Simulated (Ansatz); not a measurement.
Lu2Tl

```yaml
crystal:
  lattice:
    - [5.17304, 0.00000, 0.00000]
    - [-2.58652, 4.47998, 0.00000]
    - [0.00000, 0.00000, 6.42819]
  atoms:
    - { symbol: Lu, position: [0.33333, 0.66667, 0.75000] }
    - { symbol: Lu, position: [0.66667, 0.33333, 0.25000] }
    - { symbol: Tl, position: [0.33333, 0.66667, 0.25000] }
    - { symbol: Tl, position: [0.66667, 0.33333, 0.75000] }
    - { symbol: Lu, position: [0.00000, 0.00000, 0.00000] }
    - { symbol: Lu, position: [0.00000, 0.00000, 0.50000] }
```

Space group P6₃/mmc; built by placing these elements on a known structure type; computed pressure about 5 GPa in this cell.

All numbers below come from Ansatz 0.2.0, DFT, PAW plane waves, PBE.

What can the converged electron localisation function tell about the bonding?

Answer. Lu–Tl (2.99 Å): the ELF is about 0.25 at the midpoint (no localised pair shows between them).
Lu–Lu (3.21 Å): the ELF is about 0.15 at the midpoint (no localised pair shows between them).
Lu–Tl (3.21 Å): the ELF is about 0.30 at the midpoint and 0.10 at its lowest between the atoms: no localised pair shows between them.
Lu–Lu (3.39 Å): the ELF is about 0.20 at the midpoint: no shared electron pair shows on this line.

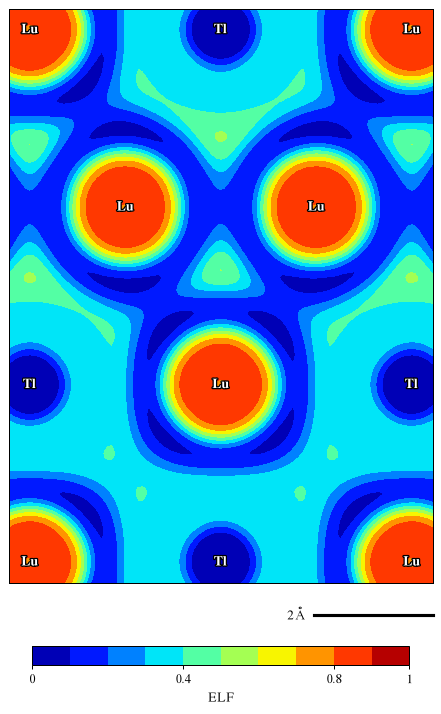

Computed electron localisation function on the (110) plane of the conventional cell. 
